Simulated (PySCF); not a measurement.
# C7H6SSi: electronic excitations

What electronic excitations should C7H6SSi (`C#CC(=C=S)[SiH2]C#CC`) show?

The runs use PySCF 2.14.0, with density-fitted response routines of our own; the level of theory stands in each step. All values are computed, except where a source is named. Atoms are numbered from 0 throughout.

## (1) The molecule as given

15 atoms, charge 0, multiplicity 1; geometry from: GFN2-xTB.

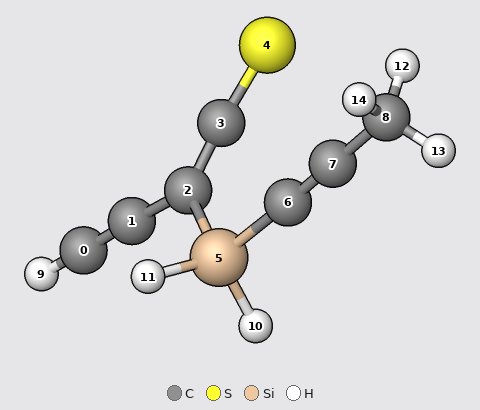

The starting geometry (carbon grey, sulfur yellow, silicon light orange, hydrogen white), atoms numbered.

## (2) Ultraviolet spectrum: CAM-B3LYP/def2-SVPD

Job settings and geometry (Å):

```
{"job": {"kind": "uv", "xc": "CAM-B3LYP", "basis": "def2-SVPD", "nstates": 8, "ntriplets": 3}, "charge": 0, "multiplicity": 1}
C     -4.188278    -1.029507    -0.219368
C     -3.097191    -0.527185    -0.260633
C     -1.797324    -0.009386    -0.304858
C     -1.448456     1.234957    -0.392858
S     -0.829590     2.663535    -0.496490
Si    -0.390381    -1.320144    -0.232658
C      1.195596    -0.394966    -0.203460
C      2.206954     0.261763    -0.184631
C      3.418065     1.045374    -0.157654
H     -5.156300    -1.430302    -0.186985
H     -0.506913    -2.147054    -1.438428
H     -0.596440    -2.084716     1.001467
H      3.189699     2.082154    -0.403969
H      4.132308     0.656705    -0.883221
H      3.863836     1.006763     0.836179
```

Level: TDDFT CAM-B3LYP/def2-SVPD, vertical, gas phase, core orbitals frozen in the response.

Started as:

```sh
$ OMP_NUM_THREADS=1 python probes_run.py task.json out
```

This one command runs all jobs of the session in turn.

Log:

```text
coarse grid: 14576 points
cycle   1  E = -957.1325489408  dE =  1.408e+00  |g| = 4.710e-01  |ddm| = 1.426e+01
cycle   2  E = -957.1293862435  dE =  3.163e-03  |g| = 5.162e-01  |ddm| = 3.014e+00
cycle   3  E = -957.1940881489  dE = -6.470e-02  |g| = 1.358e-01  |ddm| = 1.379e+00
cycle   4  E = -957.1987086232  dE = -4.620e-03  |g| = 5.292e-02  |ddm| = 3.155e-01
cycle   5  E = -957.1993707962  dE = -6.622e-04  |g| = 2.371e-02  |ddm| = 1.817e-01
cycle   6  E = -957.1995180775  dE = -1.473e-04  |g| = 4.236e-03  |ddm| = 6.607e-02
cycle   7  E = -957.1995267677  dE = -8.690e-06  |g| = 1.915e-03  |ddm| = 2.215e-02
final grid: 134360 points
cycle   8  E = -957.3325924367  dE = -2.557e-05  |g| = 3.899e-03  |ddm| = 1.127e-01
cycle   9  E = -957.3325886632  dE =  3.773e-06  |g| = 5.604e-03  |ddm| = 1.876e-02
cycle  10  E = -957.3325966427  dE = -7.980e-06  |g| = 6.613e-04  |ddm| = 9.697e-03
cycle  11  E = -957.3325967687  dE = -1.260e-07  |g| = 2.023e-04  |ddm| = 1.647e-03
cycle  12  E = -957.3325967911  dE = -2.240e-08  |g| = 1.221e-04  |ddm| = 1.085e-03
cycle  13  E = -957.3325967976  dE = -6.491e-09  |g| = 4.953e-05  |ddm| = 3.770e-04
cycle  14  E = -957.3325967988  dE = -1.270e-09  |g| = 3.138e-05  |ddm| = 2.371e-04
cycle  15  E = -957.3325967993  dE = -4.272e-10  |g| = 5.290e-06  |ddm| = 1.364e-04
converged SCF energy = -957.3325967993

Static polarisability (au): isotropic 133.398, principal 82.574 120.039 197.581

Singlet excitations
state   eV       nm        f      main configurations
  1   2.4982    496.3   0.00035   H->L 0.96
  2   4.7210    262.6   0.07898   H->L+1 0.56, H-1->L 0.24, H-5->L 0.09
  3   5.3250    232.8   0.07685   H-1->L 0.73, H->L+1 0.15
  4   5.4198    228.8   0.00103   H-4->L 0.35, H->L+2 0.22, H-2->L 0.19
  5   5.4796    226.3   0.00125   H->L+2 0.46, H-2->L 0.21, H-4->L 0.10
  6   5.6275    220.3   0.00551   H-2->L 0.53, H-4->L 0.28
  7   5.6953    217.7   0.00134   H-1->L+1 0.66, H-3->L+1 0.20
  8   5.7345    216.2   0.12260   H-3->L 0.84

Triplet excitations (Tamm-Dancoff, eV): 2.2184 3.3812 3.7714
```

Run time: 2.3 min. Hardware: 1 thread of Arm Neoverse N1, shared host; peak memory 1.2 GiB.

Frontier orbitals and where they lie:

```tsv
orbital	eV	atoms
HOMO−3	-9.55	C6 26 %, C7 22 %, C0 11 %
HOMO−2	-9.31	C6 38 %, C7 36 %, C8 7 %
HOMO−1	-9.11	C0 23 %, C1 20 %, C6 16 %
HOMO	-7.52	S4 34 %, C2 19 %, C3 16 %
LUMO	-1.16	S4 39 %, C3 37 %, C2 9 %
LUMO+1	0.22	C3 27 %, S4 23 %, C2 16 %
LUMO+2	0.80	Si5 23 %, C6 15 %, C7 15 %
```

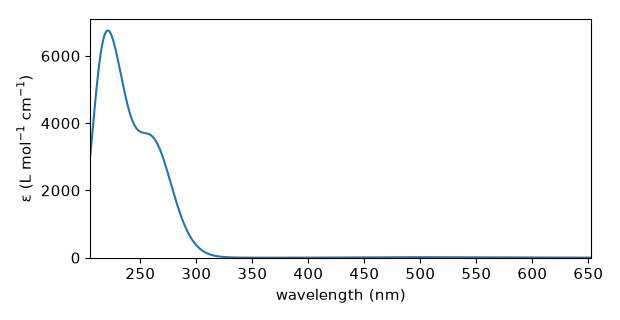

Absorption spectrum: each of the 8 states is a Gaussian band of 0.4 eV half-width at 1/e. Beyond the last state computed it falls off for lack of states.

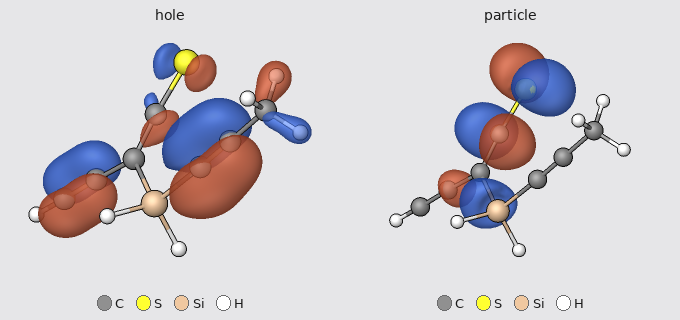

Leading natural transition orbitals of singlet state 8: the electron leaves the hole (left) for the particle orbital (right).

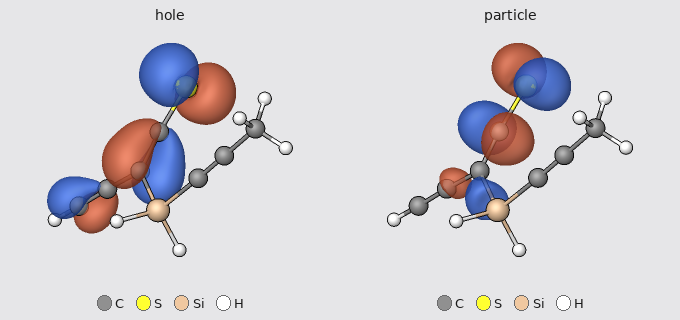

Leading natural transition orbitals of singlet state 1: the electron leaves the hole (left) for the particle orbital (right).

Ground-state properties from the same run:

```tsv
property	computed
dipole moment (D)	1.96
polarisability (Å³)	19.77
HOMO–LUMO gap (eV)	6.37
−ε(HOMO) (eV)	7.52
```

The fields below are evaluated on a grid from the run's orbitals.

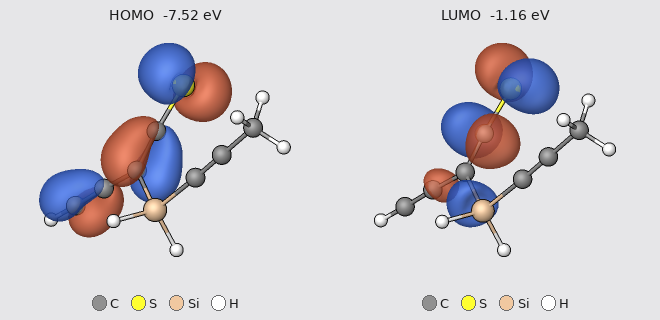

Frontier orbitals at CAM-B3LYP/def2-SVPD; each surface holds 70 % of the orbital's density, blue and red mark the sign.

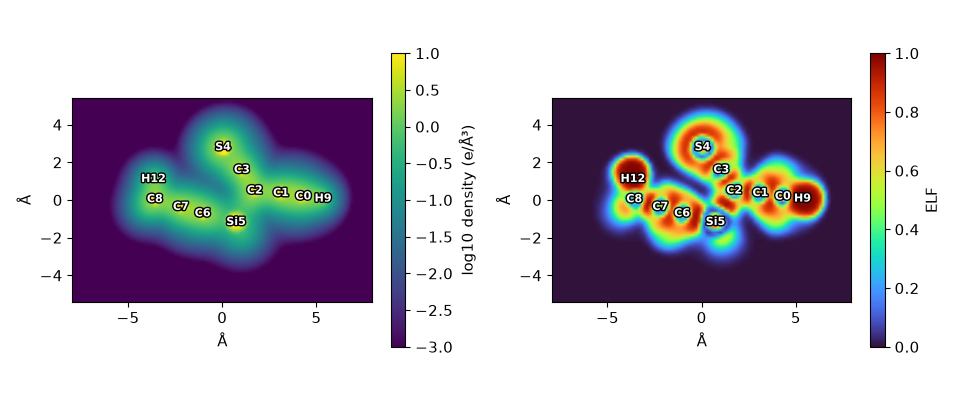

Density (left) and ELF (right) in a plane through or near 11 of the atoms.

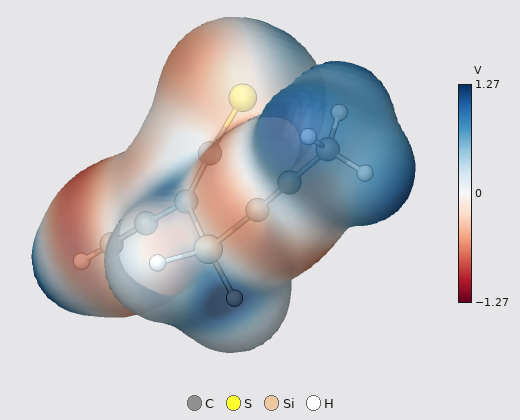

The potential that a unit positive charge feels on the 0.002 e/bohr³ surface, from -0.74 V near C0 to 1.27 V near H9.

## (3) Summary of results

| quantity | value |
| --- | --- |
| lowest singlet (CAM-B3LYP/def2-SVPD) | 2.50 eV (496 nm), f = 0.000 |
| brightest single state of those computed | state 8, 5.73 eV, f = 0.123 |
| lowest triplet | 2.22 eV |
| surface potential, least and greatest | -0.74 V and 1.27 V |

**Reading.** The lowest singlet, at 2.50 eV, is HOMO→LUMO 0.96 and is dark; of the 8 states computed, the strongest absorption comes from state 8 at 5.73 eV (the last computed, so partners may be missing). The lowest triplet lies 0.28 eV below the lowest singlet (triplets in Tamm-Dancoff, singlets in full TDDFT). At CAM-B3LYP/def2-SVPD, counted by nearest atom on the grid, the HOMO lies on S4 38 %; C2 24 %, the LUMO on C3 42 %; S4 36 %.
